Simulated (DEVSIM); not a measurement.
Device: Mo/AlN/p-Si capacitor, at 300 K.

```
layer (left to right)  material  thickness (nm)  Na (cm⁻³)
---------------------  --------  --------------  ---------
1                           AlN            20.0          -
2                            Si            2700     4.6e16
```

Metal gate on the left, work function 4.6 eV. Fixed charge at the semiconductor interface -2e10 cm⁻² (in units of +e); no interface traps.

The device is made up for the run: typed textbook-type constants, with dimensions and the other settings drawn at random. Values at 300 K.

```csv
parameter,AlN,Si
gap (eV),6.1,1.124
affinity (eV),1.9,4.05
permittivity,8.5,11.7
Nc (cm⁻³),-,2.86e19
Nv (cm⁻³),-,3.1e19
```

Model (solved in DEVSIM): 1D Poisson equation in equilibrium, Boltzmann statistics, complete ionisation; no quantum confinement or tunnelling. Metal contacts follow the ideal Schottky-Mott rule: no Fermi-level pinning, no interface dipoles.

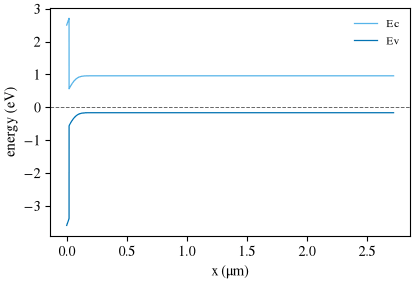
*Band edges at 0.2 V on the gate*

Energies count from the Fermi level of the right contact; mesh points crowd at the junctions.

| x (μm) | Ec (eV) | Ev (eV) | n (cm⁻³) | p (cm⁻³) | field (V/cm) |
|---|---|---|---|---|---|
| 0.000 | 2.500 | -3.600 | < 1e2 | < 1e2 | 100000 |
| 0.001383 | 2.514 | -3.586 | < 1e2 | < 1e2 | 100000 |
| 0.004385 | 2.546 | -3.554 | < 1e2 | < 1e2 | 100000 |
| 0.01033 | 2.608 | -3.492 | < 1e2 | < 1e2 | 100000 |
| 0.01722 | 2.680 | -3.420 | < 1e2 | < 1e2 | 100000 |
| 0.01932 | 2.701 | -3.398 | < 1e2 | < 1e2 | 100000 |
| 0.02052 | 0.562 | -0.562 | 1.0e10 | 1.1e10 | 72000 |
| 0.02382 | 0.586 | -0.538 | 4.1e9 | 2.8e10 | 70000 |
| 0.03046 | 0.631 | -0.493 | 7.3e8 | 1.6e11 | 65000 |
| 0.04503 | 0.718 | -0.406 | 2.5e7 | 4.7e12 | 55000 |
| 0.07993 | 0.866 | -0.258 | 79000 | 1.5e15 | 30000 |
| 0.1994 | 0.955 | -0.169 | 2600 | 4.5e16 | 160 |
| 0.4400 | 0.956 | -0.168 | 2500 | 4.6e16 | ≈ 0 |
| 0.9684 | 0.956 | -0.168 | 2500 | 4.6e16 | ≈ 0 |
| 2.080 | 0.956 | -0.168 | 2500 | 4.6e16 | ≈ 0 |
| 2.437 | 0.956 | -0.168 | 2500 | 4.6e16 | ≈ 0 |
| 2.599 | 0.956 | -0.168 | 2500 | 4.6e16 | ≈ 0 |
| 2.667 | 0.956 | -0.168 | 2500 | 4.6e16 | ≈ 0 |
| 2.704 | 0.956 | -0.168 | 2500 | 4.6e16 | ≈ 0 |
| 2.713 | 0.956 | -0.168 | 2500 | 4.6e16 | ≈ 0 |
| 2.718 | 0.956 | -0.168 | 2500 | 4.6e16 | ≈ 0 |
| 2.720 | 0.956 | -0.168 | 2500 | 4.6e16 | ≈ 0 |
